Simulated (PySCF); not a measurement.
## Run report: Ho²⁺, atomic calculation

- system: Ho²⁺, configuration 1s2 2s2 2p6 3s2 3p6 3d10 4s2 4p6 4d10 4f10 5s2 5p6 5d1, multiplicity 6.
- method: unrestricted PBEsol, x2c-TZVPPall plus 1 even-tempered diffuse shell per l, spin-free X2C-1e, Gaussian nucleus (PySCF)

### Input
```python
from pyscf import gto, scf, dft, mp, cc
import basis_set_exchange as bse
mol = gto.M(atom="Ho 0 0 0", charge=2, spin=5, symmetry="D2h",
            basis=gto.basis.parse(bse.get_basis("x2c-TZVPPall", elements=["Ho"], fmt="nwchem", header=False, augment_diffuse=1)),
            nucmod="G")
mf = dft.UKS(mol, xc="PBEsol").sfx2c1e()
mf.irrep_nelec = {'Ag': (9, 9), 'B1g': (3, 2), 'B2g': (2, 2), 'B3g': (2, 2), 'Au': (1, 0), 'B1u': (6, 4), 'B2u': (6, 6), 'B3u': (6, 5)}
mf.kernel()
```

The script is an equivalent of what the driver set up; the driver started from orbitals of its own, so the log can be shorter than this script's would be, and it computed the properties (radii, ⟨L²⟩, response) afterwards. It held the occupations shell by shell, which the script's counts by irreducible representation don't always enforce.

Hardware: 1 thread of Arm Neoverse V1, 23 GiB of memory available, shared host.

The run was one of a batch that the task file lists, launched with:
```bash
OMP_NUM_THREADS=1 python <driver script> TASK.json OUT
```

### The program's output (extracts)
```
damping factor = 0
level_shift factor = 0
DIIS = <class 'pyscf.scf.diis.CDIIS'>
diis_start_cycle = 1
diis_space = 10
diis_damp = 0
SCF conv_tol = 1e-09
SCF conv_tol_grad = None
number electrons alpha = 35  beta = 30
XC functionals = PBEsol
    J. P. Perdew, A. Ruzsinszky, G. I. Csonka, O. A. Vydrov, G. E. Scuseria, L. A. Constantin, X. Zhou, and K. Burke.,  Phys. Rev. Lett. 100, 136406 (2008)
    J. P. Perdew, A. Ruzsinszky, G. I. Csonka, O. A. Vydrov, G. E. Scuseria, L. A. Constantin, X. Zhou, and K. Burke.,  Phys. Rev. Lett. 100, 136406 (2008)
cycle= 1 E= -12610.6686159241  delta_E= -0.0194  |g|= 0.524  |ddm|= 0.327
cycle= 2 E= -12610.5990531901  delta_E= 0.0696  |g|= 1.04  |ddm|= 0.489
cycle= 3 E= -12610.6942994285  delta_E= -0.0952  |g|= 0.0281  |ddm|= 0.313
cycle= 4 E= -12610.694398928  delta_E= -9.95e-05  |g|= 0.00336  |ddm|= 0.0154
cycle= 5 E= -12610.6944005577  delta_E= -1.63e-06  |g|= 0.000142  |ddm|= 0.00207
cycle= 6 E= -12610.6944005639  delta_E= -6.19e-09  |g|= 3.16e-05  |ddm|= 0.000207
cycle= 7 E= -12610.6944005639  delta_E= -7.46e-11  |g|= 1.04e-05  |ddm|= 1.34e-05
converged SCF energy = -12610.6944005639  <S^2> = 8.7514625  2S+1 = 6.0004875
```

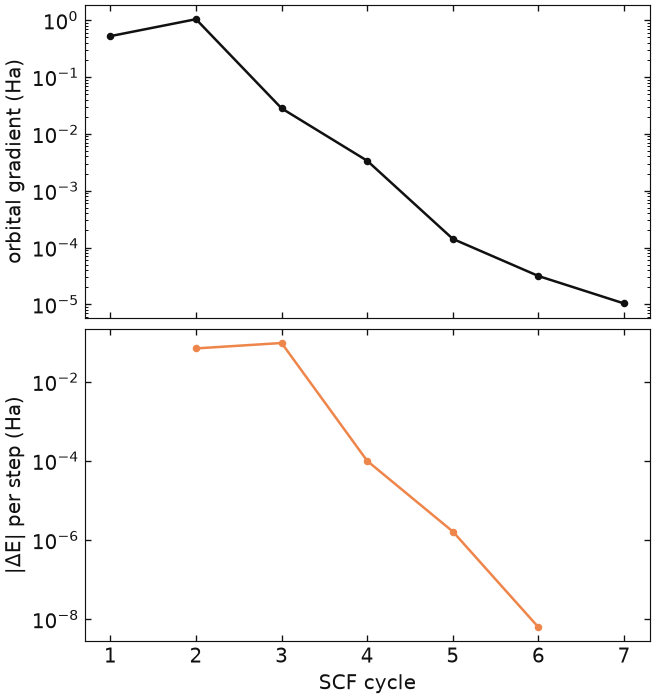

Fig. 1: Convergence: orbital gradient and change of the energy from step to step (the smallest changes aren't drawn) against the SCF cycle. The residual falls almost steadily, with no more than small rises or pauses. It goes from 0.52 to 1.0×10⁻⁵ in 7 steps.

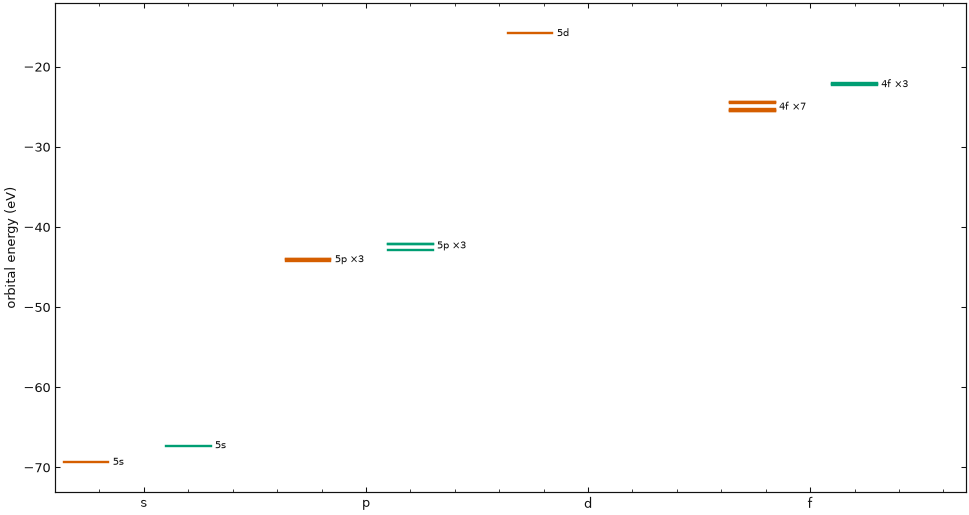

Fig. 2: Orbital energies of the mean field, from the top down to −69.4 eV, by angular momentum, α spin at the left of each column and β at the right; ×n counts the orbitals under one label. Empty levels that the record names by l alone aren't drawn. The highest filled orbital is 5d α at −15.8 eV, the lowest empty one f β at −21.6 eV.

### Summary

```
      quantity                value
       outcome            converged
  total energy  −12610.6944 hartree
          ⟨S²⟩                8.751
          ⟨L²⟩                39.97
SCF iterations                    7
     wall time                8.4 s
```

### Remarks

This is not the ground configuration of the species. ⟨L²⟩ departs from that of the intended term, so the determinant mixes terms.
